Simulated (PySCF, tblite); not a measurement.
# H₈NOSSi₃ radical, a small gas-phase stand-in for a defect centre (Si site with back bonds O[SiH3], S[SiH3], N): EPR parameters, part 2 of 2

tblite 0.8.0 and PySCF 2.14.0. Atoms count from 0, parts from 1.

## (4) EPR parameters: B3LYP/IGLO-III+pcH-1

The job: settings as JSON, then the geometry in Å.

```
{"job": {"kind": "epr"}, "charge": 0, "multiplicity": 2}
Si     1.176968    -0.831360     0.598801
O     -0.396729    -1.055004     0.086244
Si    -1.883267    -0.568909     0.683731
S      2.108087     0.616991    -0.706782
Si     0.608019     0.700056    -2.253382
N      1.177829    -0.123340     2.181078
H     -2.159656    -1.236891     1.990317
H     -1.927745     0.911411     0.866724
H     -2.911721    -0.983363    -0.310749
H      1.194795     1.604613    -3.283895
H      0.355384    -0.641447    -2.849374
H     -0.671371     1.289027    -1.761908
H      1.140396    -0.715569     3.004713
H      1.754216     0.697125     2.344576
```

Method: UKS B3LYP, IGLO-III on N O S Si, pcH-1 on H, non-relativistic, mean-field spin-orbit, GIAO.

Output:

```text
UKS, coarse grid
  cycle   1  E = -1401.59182837  |g| = 6.87e-01
  cycle   2  E = -1401.15315263  |g| = 1.25e+00
  cycle   3  E = -1401.74614034  |g| = 1.60e-01
  cycle   4  E = -1401.75422697  |g| = 8.62e-02
  cycle   5  E = -1401.75735912  |g| = 1.60e-02
  cycle   6  E = -1401.75744612  |g| = 8.08e-03
  cycle   7  E = -1401.75747512  |g| = 1.59e-03
  cycle   8  E = -1401.75747656  |g| = 5.91e-04
UKS, final grid
  cycle   1  E = -1401.75748487  |g| = 7.95e-04
  cycle   2  E = -1401.75748450  |g| = 1.18e-03
  cycle   3  E = -1401.75748520  |g| = 1.28e-04
  cycle   4  E = -1401.75748521  |g| = 2.83e-05
E = -1401.75748521 Eh   <S^2> = 0.7521 (exact 0.7500)
g shifts (ppm)      1          2          3
  rmc          -194       -194       -194
  gc             83         24        100
  oz_so        -619        331       1429
  total        -730        162       1334
hyperfine (MHz)  atom isotope    a_iso     a_fc   dipolar eigenvalues
    0  29Si    -942.87    -943.79   -114.22     56.90     57.31
    1   17O     -84.04     -83.99    -17.93      8.55      9.37
    2  29Si      -9.82      -9.86     -5.01      2.32      2.69
    3   33S      25.49      25.51    -13.42    -13.07     26.49
    4  29Si       3.36       3.35     -0.36     -0.05      0.41
    5   14N      20.51      20.51     -5.86     -5.52     11.39
    6    1H      -1.24      -1.24     -1.24     -0.99      2.23
    7    1H       4.76       4.76     -1.16     -0.69      1.85
    8    1H       1.07       1.08     -1.07     -0.77      1.84
    9    1H       2.09       2.09     -1.00     -0.60      1.59
   10    1H       3.23       3.23     -1.40     -1.07      2.47
   11    1H       1.80       1.80     -1.12     -0.58      1.70
   12    1H      -4.99      -4.99     -8.52     -3.99     12.51
   13    1H       5.84       5.83     -8.16     -1.46      9.63
```

It took 2.2 min on 1 thread of AMD EPYC 7R43, shared host; peak memory 1.4 GiB.

Principal g values 2.00159, 2.00248, 2.00365; g(iso) = 2.00257, against 2.00232 for a free electron.

Hyperfine couplings, nucleus by nucleus at this fixed geometry (no averaging over rotations):

```
nuclei  isotope  a(iso) (MHz)  a(iso) (G, at g = 2.0023)  largest dipolar term (MHz)
   Si0     29Si        -942.9                     -336.4                      -114.2
    O1      17O         -84.0                      -30.0                       -17.9
    S3      33S          25.5                        9.1                        26.5
    N5      14N          20.5                        7.3                        11.4
   Si2     29Si          -9.8                       -3.5                        -5.0
   H13       1H           5.8                        2.1                         9.6
   H12       1H          -5.0                       -1.8                        12.5
    H7       1H           4.8                        1.7                         1.8
   Si4     29Si           3.4                        1.2                         0.4
   H10       1H           3.2                        1.2                         2.5
    H9       1H           2.1                        0.7                         1.6
   H11       1H           1.8                        0.6                         1.7
    H6       1H          -1.2                       -0.4                         2.2
    H8       1H           1.1                        0.4                         1.8
```

Mulliken spin populations:

Si0 0.76; O1 0.02; Si2 0.02; S3 0.12; Si4 0.01; N5 0.06; H6 0.00; H7 0.00; H8 0.00; H9 0.00; H10 0.00; H11 0.00; H12 0.00; H13 0.01

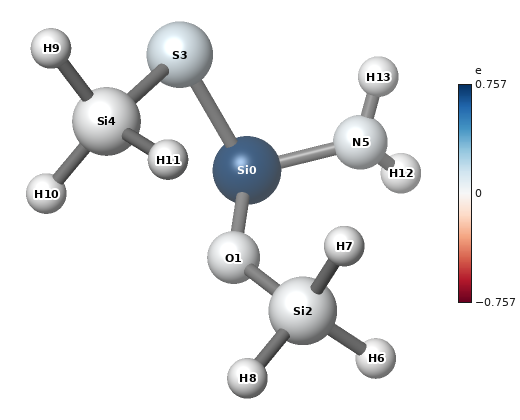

Mulliken spin populations, as colours on the atoms.

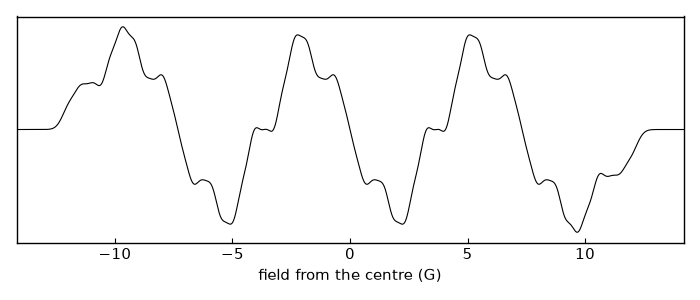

First-order isotropic spectrum (first derivative, main isotopes with spin only, couplings over 0.8 MHz, Gaussian width 0.3 G; couplings of the frozen geometry, rotation of groups not averaged beyond the rows shown).

The fields below are evaluated on a grid from the run's orbitals.

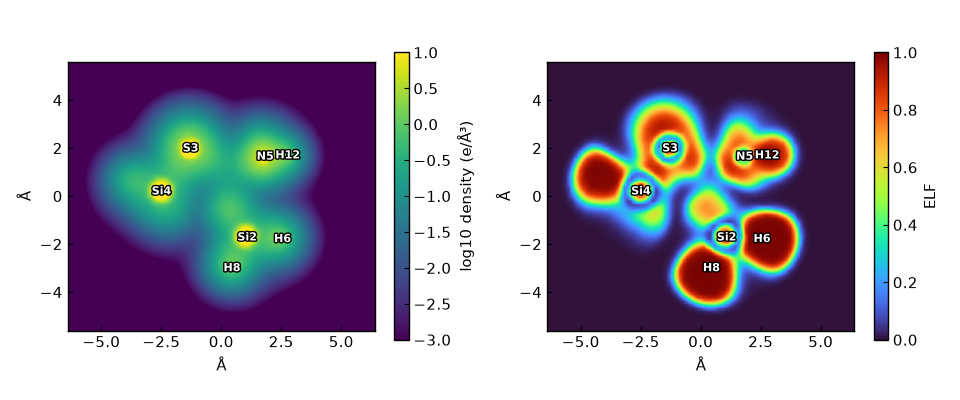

Density (left) and ELF (right) in a plane through or near 7 of the atoms.

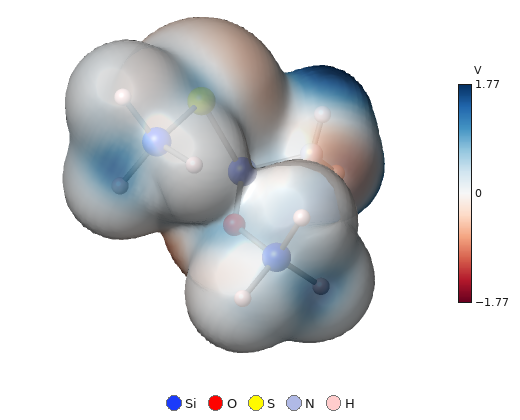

The potential that a unit positive charge feels on the 0.002 e/bohr³ surface, from -0.75 V near O1 to 1.77 V near H12.

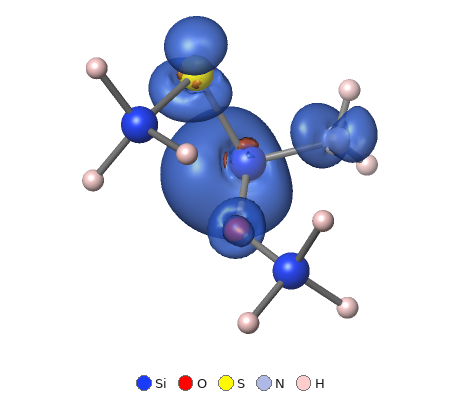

Spin density at ±0.02 e/Å³ (alpha excess blue, beta excess red).

## (5) g tensor and hyperfine couplings: BHandHLYP/IGLO-III+pcH-1

Same as in step 4 but for these lines:

```diff
@@ -1,2 +1,2 @@
-{"job": {"kind": "epr"}, "charge": 0, "multiplicity": 2}
+{"job": {"kind": "epr", "xc": "BHandHLYP"}, "charge": 0, "multiplicity": 2}
 Si     1.176968    -0.831360     0.598801
```

Level: UKS BHandHLYP, IGLO-III on N O S Si, pcH-1 on H, non-relativistic, mean-field spin-orbit, GIAO.

Output:

```text
UKS, coarse grid
  cycle   1  E = -1401.47064400  |g| = 5.66e-01
  cycle   2  E = -1401.42304602  |g| = 6.96e-01
  cycle   3  E = -1401.59402229  |g| = 7.60e-02
  cycle   4  E = -1401.59623995  |g| = 3.75e-02
  cycle   5  E = -1401.59691776  |g| = 7.37e-03
  cycle   6  E = -1401.59696019  |g| = 3.59e-03
  cycle   7  E = -1401.59696944  |g| = 1.16e-03
  cycle   8  E = -1401.59697154  |g| = 3.71e-04
UKS, final grid
  cycle   1  E = -1401.59697537  |g| = 2.87e-04
  cycle   2  E = -1401.59697542  |g| = 2.65e-04
  cycle   3  E = -1401.59697546  |g| = 6.38e-05
  cycle   4  E = -1401.59697547  |g| = 4.17e-05
  cycle   5  E = -1401.59697547  |g| = 6.82e-06
E = -1401.59697547 Eh   <S^2> = 0.7536 (exact 0.7500)
g shifts (ppm)      1          2          3
  rmc          -196       -196       -196
  gc             84         25        100
  oz_so        -852        248       1069
  total        -964         77        972
hyperfine (MHz)  atom isotope    a_iso     a_fc   dipolar eigenvalues
    0  29Si    -978.90    -979.84   -123.71     61.28     62.42
    1   17O     -82.60     -82.55    -17.79      8.51      9.28
    2  29Si      -8.17      -8.21     -4.39      2.01      2.38
    3   33S      27.82      27.86    -13.10    -12.68     25.77
    4  29Si       3.89       3.88     -0.26     -0.08      0.35
    5   14N      21.76      21.76     -5.74     -5.34     11.08
    6    1H      -1.31      -1.31     -1.23     -1.02      2.25
    7    1H       3.91       3.91     -1.11     -0.75      1.85
    8    1H       1.18       1.18     -1.02     -0.80      1.81
    9    1H       2.26       2.26     -0.97     -0.59      1.56
   10    1H       2.57       2.56     -1.41     -1.10      2.51
   11    1H       1.15       1.15     -1.12     -0.61      1.73
   12    1H      -6.13      -6.13     -8.63     -4.10     12.73
   13    1H       4.36       4.34     -8.19     -1.52      9.72
```

Wall time 2.2 min (1 thread of AMD EPYC 7R43, shared host); peak memory 1.3 GiB.

In short: g(iso) 2.00235.

## (6) Run by run: EPR parameters

g, ⟨S²⟩ and isotropic hyperfine couplings (MHz), with basis size and wall time:

```
                     run   g(iso)   ⟨S²⟩  29Si Si0  17O O1  33S S3  14N N5  29Si Si2  functions     time
    B3LYP/IGLO-III+pcH-1  2.00257  0.752    -942.9   -84.0    25.5    20.5      -9.8        326  2.2 min
BHandHLYP/IGLO-III+pcH-1  2.00235  0.754    -978.9   -82.6    27.8    21.8      -8.2        326  2.2 min
```

## (7) Results

This closing draws on all 2 parts.

| quantity | value |
| --- | --- |
| point group | C1 |
| rotational constants (main isotopes) | 1.88, 1.17, 0.79 GHz |
| g(iso) (B3LYP) | 2.00257 |
| ⟨S²⟩ | 0.752 (exact 0.75) |
| largest a(iso) | 29Si on Si0, -942.9 MHz |
| potential on the surface of density 0.002 e/bohr³, 1st and 99th percentile | -0.75 V and 1.77 V |

The start of the PBE0/def2-SVP relaxation was shaken at random by about 0.01 Å, so part of the energy gained, and of the first lengths quoted, undoes that. Over 20 steps the energy fell by 0.298 eV; of the close pairs, Si2–H8 changed most, 1.426 to 1.489 Å (PBE0/def2-SVP). No frequency check was run at this level, so the end point may be a saddle. Most of the unpaired spin sits on Si0 (0.76 e). The isotropic g lies 0.3 ppt above the free-electron value. The coupling of 29Si on Si0 runs from -978.9 (BHandHLYP/IGLO-III+pcH-1) to -942.9 MHz (B3LYP/IGLO-III+pcH-1). A capped cluster stands for the solid here, so long-range fields and strain are missing, and bands or shifts of the capping hydrogens have no counterpart in it.
